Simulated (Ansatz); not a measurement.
The starting structures come from a database of crystals and need not be the phases stable at ambient conditions.

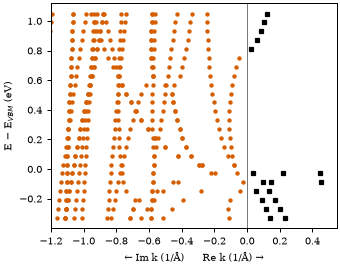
*Complex bands at the centre of the two-dimensional zone; r2SCAN run with Ansatz (a program for electronic structure)*

The gap is the functional's own, uncorrected, and κ follows it; spin-orbit coupling is left out. Mid-gap values are interpolated between the computed energies.

**Question.** This is K₃Sb (P6_3/mmc, not sure to be the ambient phase, 8 atoms a cell, 43.0 Å³ an atom) along the normal of (100). Read off the slowest decay at the centre of the two-dimensional zone at 0.39 eV, the computed energy nearest the middle of the gap.

**Answer.** κ ≈ 0.11 1/Å, a decay length 1/(2κ) of the density of 4.6 Å.
